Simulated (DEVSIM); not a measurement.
System: Ti/SiON/p-Si capacitor, at 300 K.

```
layer (left to right)  material  thickness (nm)  Na (cm⁻³)
---------------------  --------  --------------  ---------
1                          SiON            5.20          -
2                            Si             490     1.4e18
```

Metal gate on the left, work function 4.33 eV. Fixed charge at the semiconductor interface 4e11 cm⁻² (in units of +e); no interface traps.

The device is made up for the run: typed textbook-type constants, with dimensions and the other settings drawn at random. Values at 300 K.

```csv
parameter,SiON,Si
gap (eV),7,1.124
affinity (eV),1.4,4.05
permittivity,5.5,11.7
Nc (cm⁻³),-,2.86e19
Nv (cm⁻³),-,3.1e19
```

DEVSIM, 1D Poisson equation in equilibrium, Boltzmann statistics, complete ionisation; no quantum confinement or tunnelling. Metal contacts follow the ideal Schottky-Mott rule: no Fermi-level pinning, no interface dipoles.

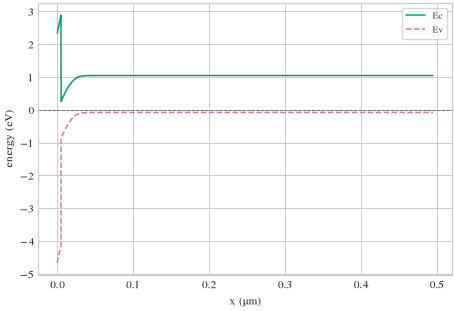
Figure. Band edges at 0.6 V on the gate

Energies count from the Fermi level of the right contact; mesh points crowd at the junctions.

| x (μm) | Ec (eV) | Ev (eV) | n (cm⁻³) | p (cm⁻³) | field (V/cm) |
|---|---|---|---|---|---|
| 0.000 | 2.330 | -4.670 | < 1e2 | < 1e2 | 1100000 |
| 0.0008457 | 2.423 | -4.577 | < 1e2 | < 1e2 | 1100000 |
| 0.001947 | 2.543 | -4.457 | < 1e2 | < 1e2 | 1100000 |
| 0.003325 | 2.694 | -4.306 | < 1e2 | < 1e2 | 1100000 |
| 0.004716 | 2.847 | -4.153 | < 1e2 | < 1e2 | 1100000 |
| 0.005462 | 0.265 | -0.859 | 1.0e15 | 110000 | 570000 |
| 0.006654 | 0.331 | -0.793 | 7.8e13 | 1500000 | 550000 |
| 0.009726 | 0.489 | -0.635 | 1.8e11 | 6.6e8 | 480000 |
| 0.01448 | 0.692 | -0.432 | 6.8e7 | 1.7e12 | 380000 |
| 0.02321 | 0.938 | -0.186 | 5100 | 2.3e16 | 190000 |
| 0.03806 | 1.041 | -0.083 | < 1e2 | 1.3e18 | 8000 |
| 0.08050 | 1.044 | -0.080 | < 1e2 | 1.4e18 | ≈ 0 |
| 0.1397 | 1.044 | -0.080 | < 1e2 | 1.4e18 | ≈ 0 |
| 0.2502 | 1.044 | -0.080 | < 1e2 | 1.4e18 | ≈ 0 |
| 0.3868 | 1.044 | -0.080 | < 1e2 | 1.4e18 | ≈ 0 |
| 0.4346 | 1.044 | -0.080 | < 1e2 | 1.4e18 | ≈ 0 |
| 0.4627 | 1.044 | -0.080 | < 1e2 | 1.4e18 | ≈ 0 |
| 0.4780 | 1.044 | -0.080 | < 1e2 | 1.4e18 | ≈ 0 |
| 0.4879 | 1.044 | -0.080 | < 1e2 | 1.4e18 | ≈ 0 |
| 0.4918 | 1.044 | -0.080 | < 1e2 | 1.4e18 | ≈ 0 |
| 0.4938 | 1.044 | -0.080 | < 1e2 | 1.4e18 | ≈ 0 |
| 0.4952 | 1.044 | -0.080 | < 1e2 | 1.4e18 | ≈ 0 |
